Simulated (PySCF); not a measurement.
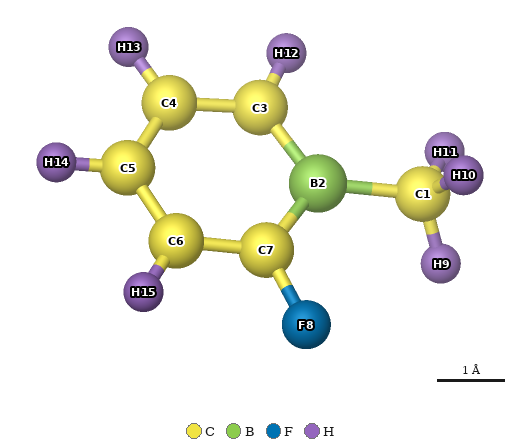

**Figure 1.** The input geometry (ball-and-stick view, seen at a tilt; atoms are numbered from 1 in the order of the input).

Run report: C6H7BF (charge −1), NMR shielding calculation

C6H7BF, charge −1, SMILES C[b-]1ccccc1F, computed with GIAO PBE0/pcSseg-1 NMR shielding, non-relativistic, IEF-PCM tetrahydrofuran (PySCF 2.14.0).

The geometry comes from this level: PBE0-D3(BJ)/def2-SVP. It belongs to a series of runs on one base structure; here: solvent tetrahydrofuran. Figures and captions count atoms from 1; the log counts them from 0 in places.

Input
```
{"job": {"kind": "nmr", "xc": "PBE0", "basis": "pcSseg-1", "solvent": "tetrahydrofuran", "pop": false}, "charge": -1, "multiplicity": 1}
C      2.364590     0.325356     0.081826
B      0.769690     0.137025     0.018604
C     -0.228733     1.249659    -0.210963
C     -1.607569     1.002018    -0.240646
C     -2.136689    -0.281014    -0.064791
C     -1.280241    -1.375082     0.150595
C      0.095647    -1.209307     0.196027
F      0.822092    -2.361896     0.411185
H      2.900466    -0.484283    -0.446039
H      2.734082     0.300336     1.124812
H      2.696368     1.286352    -0.350315
H      0.083869     2.294741    -0.367517
H     -2.315057     1.828198    -0.410537
H     -3.220068    -0.441682    -0.096393
H     -1.693447    -2.383774     0.285643
```

The first line tells a small driver script what to run in PySCF; the rest is the geometry in Å.

Run on 1 CPU thread, shared host.

Launch command:
```bash
OMP_NUM_THREADS=1 python <driver script> task.json out
```

The program's output
```
coarse grid: 13032 points
cycle   1  E = -357.0488813698  dE =  9.031e-01  |g| = 6.552e-01  |ddm| = 3.565e+00
cycle   2  E = -357.0335462160  dE =  1.534e-02  |g| = 7.333e-01  |ddm| = 1.352e+00
cycle   3  E = -357.1602894934  dE = -1.267e-01  |g| = 9.845e-02  |ddm| = 7.191e-01
cycle   4  E = -357.1625805675  dE = -2.291e-03  |g| = 3.938e-02  |ddm| = 1.218e-01
cycle   5  E = -357.1629961776  dE = -4.156e-04  |g| = 6.707e-03  |ddm| = 3.909e-02
cycle   6  E = -357.1630053058  dE = -9.128e-06  |g| = 3.139e-03  |ddm| = 7.613e-03
final grid: 127664 points
cycle   7  E = -357.2151715695  dE = -3.512e-05  |g| = 8.269e-03  |ddm| = 3.698e-02
cycle   8  E = -357.2151644306  dE =  7.139e-06  |g| = 1.019e-02  |ddm| = 1.548e-02
cycle   9  E = -357.2151891371  dE = -2.471e-05  |g| = 1.236e-03  |ddm| = 8.196e-03
cycle  10  E = -357.2151894187  dE = -2.816e-07  |g| = 2.437e-04  |ddm| = 1.030e-03
cycle  11  E = -357.2151894307  dE = -1.196e-08  |g| = 8.817e-05  |ddm| = 2.678e-04
cycle  12  E = -357.2151894326  dE = -1.897e-09  |g| = 2.653e-05  |ddm| = 1.025e-04
cycle  13  E = -357.2151894328  dE = -1.729e-10  |g| = 5.580e-06  |ddm| = 3.251e-05
```

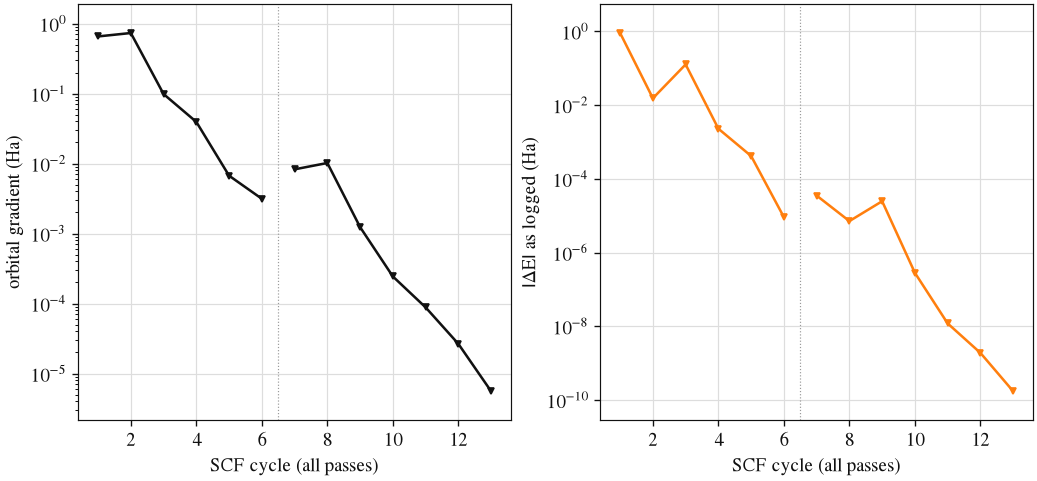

**Figure 2.** Convergence of the self-consistent field: orbital gradient and size of the energy change against the SCF cycle. The dotted line marks the change from a coarse to the final integration grid. The first 6 cycles use a coarse grid, the final grid takes over at cycle 7, and the field converges after 13 cycles in all.

```
converged SCF energy = -357.2151894328

GIAO shielding tensors (ppm)
atom      isotropic    diamagn.    paramagn.     s11        s22        s33       span
  0 C      184.566     249.789     -65.223    180.925    183.498    189.274      8.349
  1 B       76.818     190.146    -113.327     41.582     55.430    133.442     91.860
  2 C       52.883     256.278    -203.395    -72.521     64.060    167.110    239.632
  3 C       51.931     253.644    -201.714    -61.124     50.579    166.338    227.463
  4 C       77.170     255.998    -178.828    -17.380     85.976    162.914    180.294
  5 C       62.660     253.671    -191.011    -31.761     64.340    155.401    187.162
  6 C       -0.719     255.408    -256.126    -95.521     28.399     64.966    160.487
  7 F      324.209     479.312    -155.103    255.575    316.808    400.243    144.668
  8 H       30.551      30.025       0.526     25.695     29.821     36.138     10.444
  9 H       30.647      29.577       1.070     26.876     28.296     36.768      9.892
 10 H       31.005      30.218       0.787     26.396     29.625     36.995     10.599
 11 H       24.657      32.203      -7.545     22.455     22.988     28.528      6.073
 12 H       24.268      30.635      -6.367     20.970     24.915     26.919      5.950
 13 H       25.339      30.793      -5.455     21.620     27.015     27.381      5.762
 14 H       24.396      30.701      -6.305     21.588     24.081     27.520      5.932
```

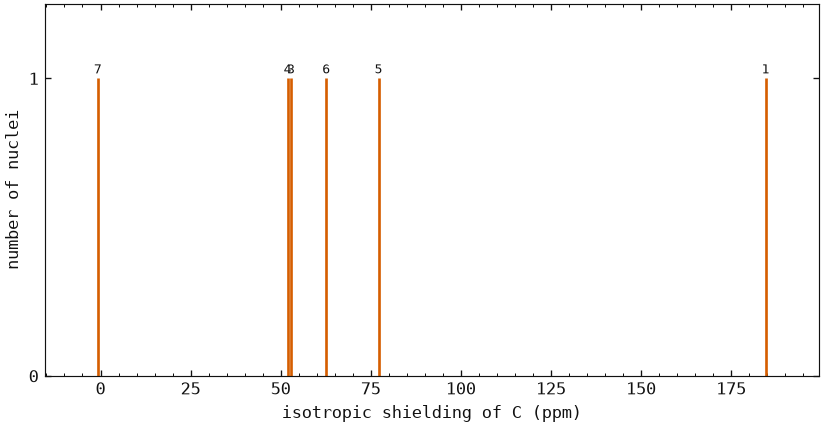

**Figure 3.** Isotropic shieldings of the carbon nuclei in this fixed geometry, labelled by atom number; shielding grows to the right, so chemical shift grows to the left. The least shielded is C7 (−0.7 ppm), the most shielded C1 (184.6 ppm).

Key numbers

```tsv
quantity	value
outcome	converged
total energy	−357.215189 hartree
HOMO	−4.28 eV
LUMO	1.52 eV
isotropic shielding, C	−0.7 to 184.6 ppm
isotropic shielding, B	76.8 ppm
isotropic shielding, F	324.2 ppm
isotropic shielding, H	24.3 to 31.0 ppm
wall time	32 s
peak memory	0.84 GiB
```
